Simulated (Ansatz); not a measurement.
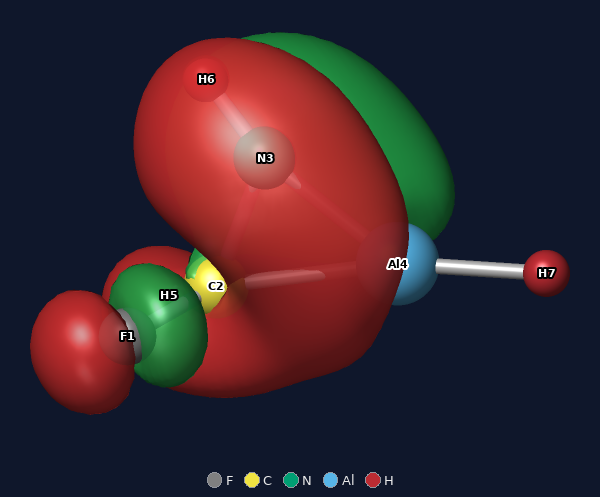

The picture shows: CH3AlFN. The HOMO−1 at ±0.08 Å⁻³ᐟ² (green and red are the two phases), seen at a tilt.

Geometry: PBE0-D4/def2-TZVP.

All numbers below come from RKS PBE0-D4/def2-TZVPP (Ansatz 0.2.0).

Input file:

```
crystal:
  periodic: [false, false, false]
  atoms:
    - {symbol: F, position_ang: [-1.877673, -0.268879, 0.141034]}
    - {symbol: C, position_ang: [-0.671372, 0.227613, -0.366647]}
    - {symbol: N, position_ang: [0.328000, 0.452047, 0.651860]}
    - {symbol: Al, position_ang: [0.922144, -0.850009, -0.332096]}
    - {symbol: H, position_ang: [-0.942093, 1.084002, -0.986750]}
    - {symbol: H, position_ang: [0.215183, 1.176186, 1.345502]}
    - {symbol: H, position_ang: [2.087110, -1.888961, -0.498603]}
basis:
  gaussian: {orbitals: def2-TZVPP}
hamiltonian: {xc: pbe0, dispersion: d4}
output: {orbitals: {seedname: orbitals}}
```

Launched as:

```sh
ansatz run in.yaml --threads 2 --pin off --events-out ev --progress --plain --max-ram 4352MiB
```

Where does this orbital lie, and at what energy?

By Hirshfeld shares it lies mainly on N3 (about 60 %), Al4 (about 15 %), C2 (about 10 %) and F1 (about 10 %). Its energy is −7.59 eV.
